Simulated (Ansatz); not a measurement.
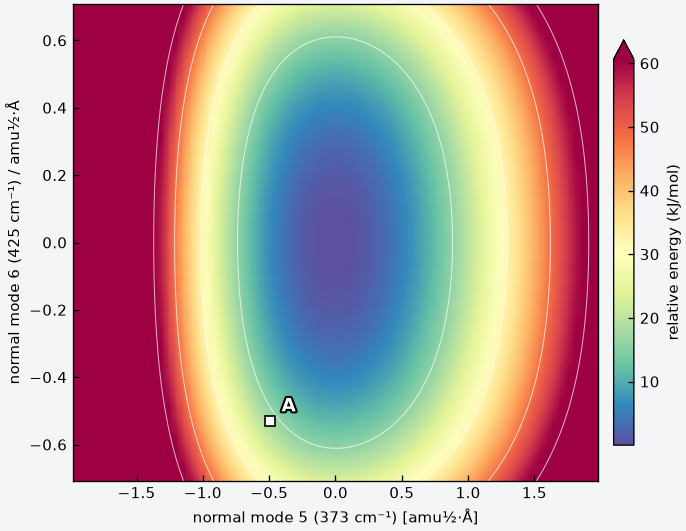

AlF₂H₂Si, SMILES [F][Al]([F])[SiH2+], charge +1. Coordinates scanned: (1) normal mode 5 (373 cm⁻¹); (2) normal mode 6 (425 cm⁻¹). Nothing is relaxed (straight displacements along the two mass-weighted modes). The grid has 9 × 9 points. All energies are given in kJ/mol relative to the lowest grid point. All numbers below come from RKS PBE0-D4/def2-TZVP in Ansatz 0.2.0.

In the figure: a smooth colour map with a few white contour lines, one colour for all values above the top of the scale, the point A. Between grid points the surface is interpolated.

Which way does the force act at A, and how strong is it?

Answer. A, at normal mode 5 (373 cm⁻¹) = −0.49 amu½·Å, normal mode 6 (425 cm⁻¹) = −0.531 amu½·Å, is not a stationary point. The computed force is 28 kJ/mol for each amu½·Å towards larger values of normal mode 5 (373 cm⁻¹) and 51 kJ/mol for each amu½·Å towards larger values of normal mode 6 (425 cm⁻¹).
